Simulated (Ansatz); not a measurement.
# AsH3 (SMILES [H][As]([H])[H]): levels of theory compared

Aim: a comparison of 6 runs (HF/STO-3G, B2PLYP/STO-3G, UB3LYP/STO-3G, UPBE0/STO-3G, r2SCAN0/STO-3G, wB97X/STO-3G) of AsH3. 

Program for the calculation: Ansatz 0.2.0.

32 further runs of the same task are left out: 2 that didn't finish, 30 set aside as unsound or not needed.

## (1) Starting point

The species is AsH3 (4 atoms), meant as a singlet with charge 0. SMILES: `[H][As]([H])[H]`. The H2–As1 distance was set to 2.992 Å, away from the relaxed value. At this shape a bond of the SMILES string is far longer than usual.

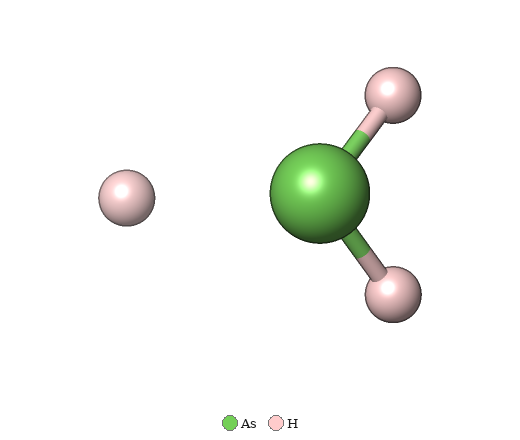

The structure, seen from a chosen angle (arsenic green, hydrogen pink).

## (2) The energy at HF/STO-3G (run 1)

The input, in.yaml:

```yaml
crystal:
  periodic: [false, false, false]
  atoms:
    - symbol: As
      position_ang: [-1.225257, 0.040780, 1.519888]
    - symbol: H
      position_ang: [1.216520, -0.029700, -0.207950]
    - symbol: H
      position_ang: [-1.803667, 1.096320, 0.631578]
    - symbol: H
      position_ang: [-1.850257, -1.001690, 0.648238]
basis:
  gaussian:
    orbitals: STO-3G
hamiltonian:
  xc: hf
accuracy: high
```

The run is started by

```bash
ansatz run in.yaml --threads 1 --pin off --max-ram 2610MiB --events-out events.jsonl --progress --plain --runs-dir runs
```

What it wrote:

```text
Warning: RAYON_NUM_THREADS=1 ignored (pool sized by the plan → 1); use --threads N
Functional definition: HF
  name "HF"
  exchange = exact_x
  correlation = 0
255 factors; integrals over basis functions are off by at most 1.0e-8 eV
mean field evaluation 1: about -60155.1699 eV, gradient 1.2e1 eV
mean field evaluation 2: about -60155.1779 eV, gradient 1.2e1 eV
mean field evaluation 4: about -60157.0448 eV, gradient 1.5e0 eV
mean field evaluation 8: about -60157.0618 eV, gradient 7.1e-3 eV
mean field -60157.06184716 eV, -2210.7312469620 hartree, gradient 1.5e-8 eV, S^2 0.000000; 0 other end points of the search recorded, 0 dependent functions left out
reference -60157.06184716 eV, -2210.7312469620 hartree; 18, 18 occupied and 3, 3 virtual orbitals, 255 factors
Total energy: -60157.06184716 eV, -2210.7312469620 hartree
```

Run time: 0.1 s. Hardware: 1 thread of Arm Neoverse V1, shared host.

## (3) A single-point energy at B2PLYP/STO-3G (run 2)

The input, job.yaml:

```yaml
crystal:
  periodic: [false, false, false]
  atoms:
    - {symbol: As, position_ang: [-1.225257, 0.040780, 1.519888]}
    - {symbol: H, position_ang: [1.216520, -0.029700, -0.207950]}
    - {symbol: H, position_ang: [-1.803667, 1.096320, 0.631578]}
    - {symbol: H, position_ang: [-1.850257, -1.001690, 0.648238]}
basis:
  gaussian:
    orbitals: STO-3G
correlation:
  frozen_orbitals: {As: 9, H: 0}
accuracy: high
hamiltonian:
  xc: {name: B2PLYP}
```

The run is started by

```bash
ansatz run job.yaml --threads 1 --pin off --max-ram 2610MiB --events-out events.jsonl --progress --plain --runs-dir runs
```

What it wrote, cut to the lines that bear on the results:

```text
Warning: RAYON_NUM_THREADS=1 ignored (pool sized by the plan → 1); use --threads N
Functional definition: B2PLYP
  name "B2PLYP"
[...]
255 factors; integrals over basis functions are off by at most 1.0e-8 eV
[...]
mean field -60185.75080943 eV, -2211.7855468796 hartree, gradient 3.2e-8 eV, S^2 0.000000; 0 other end points of the search recorded, 0 dependent functions left out; unrestricted orbitals would lower it
9 core orbitals not correlated: weight in the atoms' cores, before any rotation towards them, 1.000 or more for the frozen orbitals, at most 0.000 for the correlated occupied ones
reference -60185.75082581 eV, -2211.7855474815 hartree; 9, 9 occupied and 3, 3 virtual orbitals, 255 factors
second order -4.83293228 eV of doubles, -0.00000000 eV of singles
Total energy: -60187.05571753 eV, -2211.8335013676 hartree
```

Wall time 1.1 s (1 thread of Arm Neoverse V1, shared host).

## (4) A single-point energy at UB3LYP/STO-3G (run 3)

The input, input.yaml:

```yaml
crystal:
  periodic: [false, false, false]
  atoms:
    - {symbol: As, position_ang: [-1.225257, 0.040780, 1.519888]}
    - {symbol: H, position_ang: [1.216520, -0.029700, -0.207950]}
    - {symbol: H, position_ang: [-1.803667, 1.096320, 0.631578]}
    - {symbol: H, position_ang: [-1.850257, -1.001690, 0.648238]}
basis:
  gaussian: {orbitals: STO-3G}
accuracy: high
magnetization: {spin_polarized: true, initial_magnetization: 0}
hamiltonian: {xc: {name: B3LYP}}
```

The run is started by

```bash
ansatz run input.yaml --threads 1 --pin off --max-ram 2610MiB --events-out events.jsonl --progress --plain --runs-dir runs
```

What it wrote:

```text
Warning: RAYON_NUM_THREADS=1 ignored (pool sized by the plan → 1); use --threads N
Functional definition: B3LYP
  name "B3LYP"
  parameter a0 = 0.2
  parameter ax = 0.72
  parameter ac = 0.81
  exchange = (1 - a0 - ax)*slater_x + ax*b88_x + a0*exact_x
  correlation = (1 - ac)*vwn_rpa_c + ac*lyp_c
255 factors; integrals over basis functions are off by at most 1.0e-8 eV
mean field evaluation 1: about -60191.2992 eV, gradient 1.4e1 eV
mean field evaluation 2: about -60184.6100 eV, gradient 1.4e1 eV
mean field evaluation 4: about -60188.7151 eV, gradient 1.4e1 eV
mean field evaluation 8: about -60195.9858 eV, gradient 8.6e-1 eV
mean field evaluation 16: about -60195.9712 eV, gradient 7.7e-6 eV
mean field evaluation 32: about -60197.0587 eV, gradient 6.1e-9 eV
mean field -60197.05867391 eV, -2212.2011032343 hartree, gradient 6.1e-9 eV, S^2 0.896058; 3 other end points of the search recorded, 0 dependent functions left out
reference -60197.05869957 eV, -2212.2011041774 hartree; 18, 18 occupied and 3, 3 virtual orbitals, 255 factors
Total energy: -60197.05869957 eV, -2212.2011041774 hartree
```

Run time: 3.3 s. Hardware: 1 thread of Arm Neoverse V1, shared host; peak memory 0.11 GiB.

Runs 4 to 5 aren't shown in full; the table further down has their settings and results.

## (5) The energy at wB97X/STO-3G (run 6)

The input, in.yaml:

```yaml
crystal:
  periodic: [false, false, false]
  atoms:
    - {symbol: As, position_ang: [-1.225257, 0.040780, 1.519888]}
    - {symbol: H, position_ang: [1.216520, -0.029700, -0.207950]}
    - {symbol: H, position_ang: [-1.803667, 1.096320, 0.631578]}
    - {symbol: H, position_ang: [-1.850257, -1.001690, 0.648238]}
basis:
  gaussian:
    orbitals: STO-3G
hamiltonian:
  xc: {name: wB97X}
accuracy: high
```

The run is started by

```bash
ansatz run in.yaml --threads 1 --pin off --max-ram 2610MiB --events-out events.jsonl --progress --plain --runs-dir runs
```

What it wrote, cut to the lines that bear on the results:

```text
Warning: RAYON_NUM_THREADS=1 ignored (pool sized by the plan → 1); use --threads N
Functional definition: wB97X
  name "wB97X"
[...]
      + exact_x_lr(omega)
[...]
      + integral(e_c_pw_opposite_spin*poly(b97_u_opposite, 1, cos1, cos2, cos3, cos4))
255 factors; integrals over basis functions are off by at most 1.0e-8 eV
93 factors; integrals over basis functions are off by at most 1.5e-9 eV
[...]
mean field -60196.79397729 eV, -2212.1913758129 hartree, gradient 3.0e-8 eV, S^2 0.000000; 0 other end points of the search recorded, 0 dependent functions left out
reference -60196.79397565 eV, -2212.1913757528 hartree; 18, 18 occupied and 3, 3 virtual orbitals, 255 factors
Total energy: -60196.79397565 eV, -2212.1913757528 hartree
```

It took 3.6 s on 1 thread of Arm Neoverse V1, shared host; peak memory 0.2 GiB.

## (6) All runs side by side

```csv
run,level,frozen core orbitals,energy (Eh),wall time
1,HF/STO-3G,–,-2210.731247,0.1 s
2,B2PLYP/STO-3G,9,-2211.833501,1.1 s
3,UB3LYP/STO-3G,–,-2212.201104,3.3 s
4,UPBE0/STO-3G,–,-2211.990778,2.9 s
5,r2SCAN0/STO-3G,–,-2212.280714,2.2 s
6,wB97X/STO-3G,–,-2212.191376,3.6 s
```

## (7) Outcome

| quantity | value |
| --- | --- |
| run 6: total energy | -2212.19138 Eh |

What this shows: Totals of different functionals can't be ranked against each other. In run 2 the log says that unrestricted orbitals would lower the reference, so the values rest on an unstable closed-shell determinant (other closed-shell runs at this shape may share the fault). In runs 1, 2, 3, 4, 5, 6 the basis is minimal, so the values are rough. In runs 1, 2, 5, 6 a closed-shell determinant meets a far-stretched bond, which it describes badly. Spin contamination of the reference: run 4 ⟨S²⟩ = 0.94, run 3 ⟨S²⟩ = 0.90. Where it is this large, the reference is a mixture of spin states, and values that rest on it are in doubt. All runs together took 13 s, the longest 3.6 s.
